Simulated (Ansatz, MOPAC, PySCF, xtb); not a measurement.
HCl (SMILES Cl) and SiH4 (SMILES [SiH4]) are pulled apart as rigid monomers along the line of their centres of mass, from the B3LYP-D3(BJ)/def2-TZVP minimum. Starting geometry (charge 0, multiplicity 1):
```csv
atom,x (Å),y (Å),z (Å)
Cl,-0.0685,-0.3380,-0.3248
H,-0.6754,-1.3223,0.2291
Si,0.0195,0.1567,3.4101
H,0.8354,1.2663,2.8732
H,-1.3615,0.2478,2.8851
H,-0.0157,0.2344,4.8889
H,0.6091,-1.1402,3.0067
```

Interaction energies with rigid monomers; basis-set methods are counterpoise corrected unless marked otherwise.

Rows in 6-31G* carry no dispersion term and start afresh at each structure (6-31G* with six Cartesian d functions). MP2/6-31G* freezes PySCF's default core. The state reached by AM1 isn't checked.

Programs: Ansatz (an electronic-structure program) with Gaussian orbitals; MOPAC for AM1 (differences of heats of formation); PySCF for 6-31G* rows; xtb for the GFN methods. 

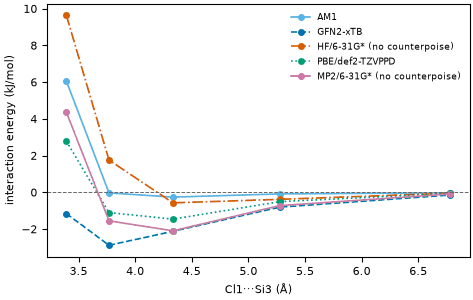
*Interaction energy against separation*

### Question
Which level binds most strongly at Cl1···Si3 = 3.77, and by how much?

### Answer
GFN2-xTB, -3 kJ/mol.
